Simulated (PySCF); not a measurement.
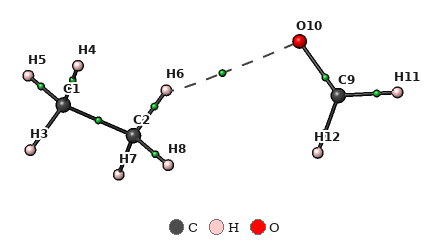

Figure. C3H8O, SMILES `CC.C=O`. Molecular graph of the electron density (QTAIM): bond paths, bond critical points (green), ring points (magenta, if any); weak paths are dashed.

Level of theory: r2SCAN/def2-TZVP (PySCF), at a geometry from GFN2-xTB. The pair's geometry is semi-empirical, so its contact may be too short or too long.

Q: How many critical points of each kind are there, and does the count close?

A: 12 nuclei, 11 bond, 0 ring and 0 cage critical points: 12 − 11 + 0 − 0 = 1, as the Poincaré–Hopf relation requires.

Q: Give the properties at the bond critical points.

A:
| bond | length (Å) | ρ (a.u.) | ∇²ρ (a.u.) | ε | H (a.u.) |
| --- | --- | --- | --- | --- | --- |
| C9–O10 | 1.192 | 0.432 | +0.25 | 0.06 | −0.777 |
| C9–H12 | 1.103 | 0.282 | −1.00 | 0.01 | −0.282 |
| C9–H11 | 1.103 | 0.282 | −1.00 | 0.01 | −0.282 |
| C2–H6 | 1.087 | 0.281 | −0.96 | 0.01 | −0.284 |
| C1–H5 | 1.088 | 0.279 | −0.95 | 0.01 | −0.282 |
| C1–H4 | 1.088 | 0.279 | −0.95 | 0.01 | −0.282 |
| C1–H3 | 1.088 | 0.278 | −0.94 | 0.01 | −0.282 |
| C2–H7 | 1.088 | 0.278 | −0.94 | 0.01 | −0.281 |
| C2–H8 | 1.088 | 0.277 | −0.94 | 0.01 | −0.281 |
| C1–C2 | 1.521 | 0.245 | −0.60 | 0.00 | −0.211 |
| H6–O10 | 2.598 | 0.007 | +0.03 | 0.09 | +0.001 |

Q: What kind of interaction is C1–H3?

A: Shared-shell (covalent): ρ = 0.278, ∇²ρ = −0.94, H = −0.282 a.u.

Q: Are there bond paths between atoms that aren't covalently bonded?

A: Yes: H6–O10 (2.60 Å, ρ = 0.007).
